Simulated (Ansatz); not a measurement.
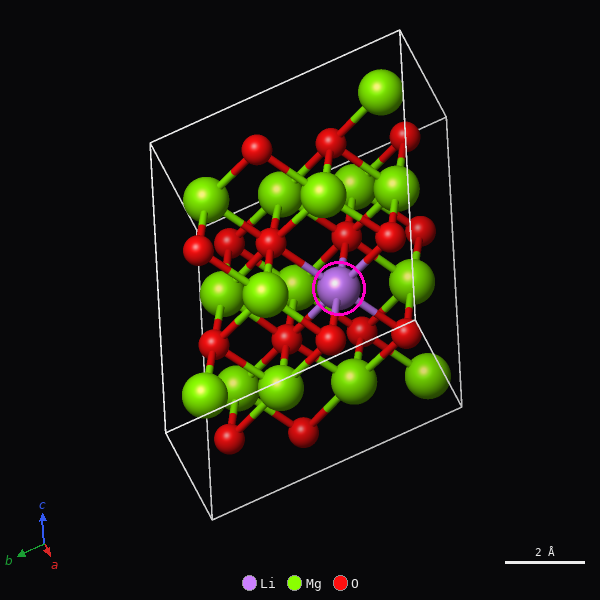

Shown here is a ball-and-stick view of the crystal, taken from a general direction. The supercell is outlined; an atom on or near a face, edge or corner is repeated at each equivalent position. The host is MgO, in a cell of 32 sites, and the cell is neutral. A ring marks the defect's site.

Question: What defect is present?

Answer: Lithium on a magnesium site (a substitutional impurity). It is bonded to six O in an octahedral arrangement at about 2.2 Å.

Level of theory and settings: Ansatz 0.2.0, DFT PBE, scalar-relativistic, plane waves, PAW, E_cut = 420 eV, k-points on a 2×2×2 grid, Gaussian smearing of 0.01 eV, collinear spins.

Question: Is the defect magnetic?

Answer: Yes, 1.0 μB in the cell.

The atoms were relaxed in the host's cell with DFT PBE, scalar-relativistic, plane waves, PAW (Ansatz 0.2.0).
